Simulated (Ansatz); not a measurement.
## Ligand exchange: C3H6Ge + C2H5ClMg → C2H3ClGe + C3H8Mg

Species: C3H6Ge `C#[C][GeH2][CH3]`, singlet; C2H5ClMg `C[CH2][Mg][Cl]`, singlet; C2H3ClGe `C#[C][GeH2][Cl]`, singlet; C3H8Mg `C[CH2][Mg][CH3]`, singlet. The partners trade CH3 for Cl: Ge–CH3 and Mg–Cl bonds give way to Ge–Cl and Mg–CH3.

Shapes, held fixed at every level: PBE0-D4/def2-TZVP. Programs: Ansatz 0.2.0. Electronic energies: no zero-point or thermal term.

| level | kind | ΔE (kJ/mol) | less CCSD(T)/def2-TZVPP | CPU time (sum over the molecules) |
| --- | --- | --- | --- | --- |
| HF/def2-SVP | Hartree–Fock | +168.7 | +23.5 | – |
| SPW92/def2-TZVPP | LDA | +138.8 | -6.4 | 13 s |
| PBE-D4/def2-TZVPP | GGA | +137.2 | -8.0 | 25 s |
| r2SCAN-D4/def2-TZVPP | meta-GGA | +147.0 | +1.8 | 45 s |
| B3LYP-D4/def2-TZVPP | global hybrid | +142.9 | -2.3 | 45 s |
| MP2/def2-TZVPP | perturbation theory | +147.1 | +1.9 | – |
| CCSD(T)/def2-SVP | coupled cluster or CI | +157.7 | +12.5 | 53 s |
| CCSD(T)/def2-TZVPP | coupled cluster or CI | +145.2 | 0.0 | 18 min |

The highest level, CCSD(T)/def2-TZVPP, gives ΔE = +145.2 kJ/mol; the levels span +137.2 to +168.7. The column of differences is taken from that level and isn't an error. No measured value is set beside it here. Relativity is left out for Ge. Outer-core shells of Ge, Mg are correlated, in sets that cover them unevenly. Times are processor times on shared x86 and Arm servers, and rough.

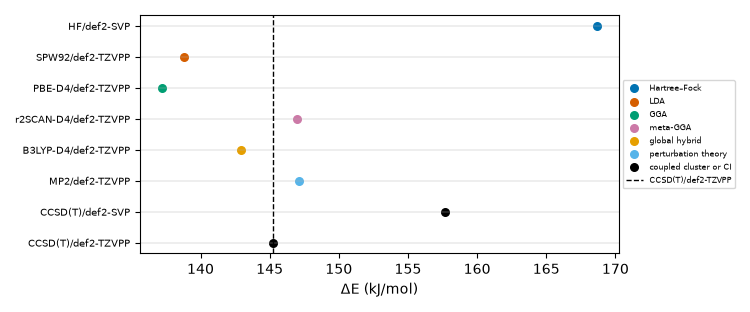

The values of the table, level by level.
